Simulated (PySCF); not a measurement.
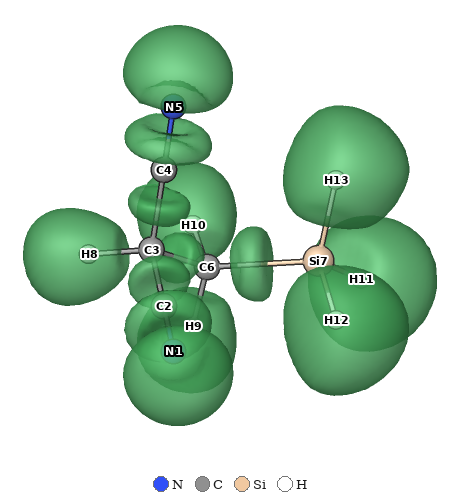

Figure. C4H6N2Si (SMILES N#CC(C#N)C[SiH3]). Isosurface of the electron localisation function at 0.8 (green), seen at a tilt. Only the valence region is drawn (cores and ρ < 0.01 e/Å³ removed).

Geometry: GFN2-xTB.

Level of theory: PySCF 2.14.0, PBE0/pcSseg-1, SCF density, gas phase, non-relativistic.

```tsv
atom	x (Å)	y (Å)	z (Å)
N	1.0122	2.4867	0.9162
C	1.0794	1.4398	0.4656
C	1.1652	0.1195	-0.1241
C	1.3634	-0.8459	0.9375
N	1.5222	-1.6189	1.7627
C	-0.0922	-0.2072	-0.9514
Si	-1.7178	-0.2003	0.0625
H	2.0622	0.0988	-0.7630
H	-0.1576	0.5195	-1.7637
H	0.0537	-1.1860	-1.4125
H	-2.7839	-0.5278	-0.8825
H	-1.9016	1.1344	0.6251
H	-1.6096	-1.2120	1.1098
```

Question: Describe the localisation domains.

Answer: The surface consists of three regions between bonded C–C atoms (shared pairs), two regions between bonded C–N atoms (shared pairs), one region between bonded C–Si atoms (shared pairs), six regions around hydrogen nuclei and two lobes on N, pointing away from the bonds (lone pairs).

Values along the shortest contacts:
C–N (1.14 Å): the ELF peaks at about 0.85 between the atoms (a multiple bond). C–C (1.45 Å): the ELF peaks at about 0.95 between the atoms, as expected for a covalent bond.
